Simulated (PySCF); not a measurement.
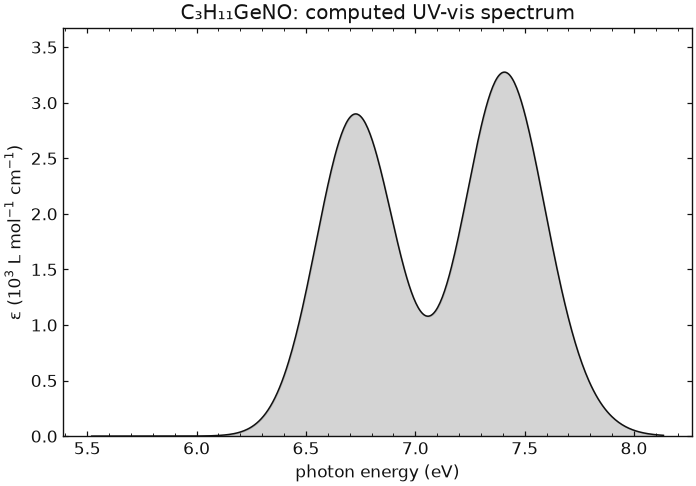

Computed absorption of C₃H₁₁GeNO, SMILES CCC[O][GeH2][NH2], singlet. Vertical TDDFT excitations, PBE0/def2-SVPD, PySCF 2.14.0, at a GFN2-xTB geometry (no frequency check), gas phase. Only the first 6 singlet excitations are included; each is broadened by a Gaussian of 1/e half-width 0.25 eV.

### Which of the computed transitions is the brightest, and what character does the calculation give it?

S1 at 6.72 eV (184 nm), f = 0.043, mainly HOMO−1 → LUMO (95 %).

### Does any vertical transition fall in the visible?

No singlet lies below 3.1 eV (beyond 400 nm), so at this level no vertical transition falls in the visible.

### List the transitions behind the spectrum.

```
state  E (eV)  λ (nm)      f          main character
   S1    6.72     184  0.043    HOMO−1 → LUMO (95 %)
   S2    6.89     180  0.002      HOMO → LUMO (96 %)
   S3    6.94     179  0.001    HOMO → LUMO+1 (79 %)
   S4    7.37     168  0.016  HOMO−1 → LUMO+1 (86 %)
   S5    7.41     167  0.032    HOMO → LUMO+2 (70 %)
   S6    7.63     162  0.006    HOMO−2 → LUMO (46 %)
```

Known limits of this run: states above the negative HOMO energy depend on the basis; the tight-binding geometry is rougher than a DFT one and adds to the error; one conformer of a flexible molecule; core orbitals are frozen in the response.
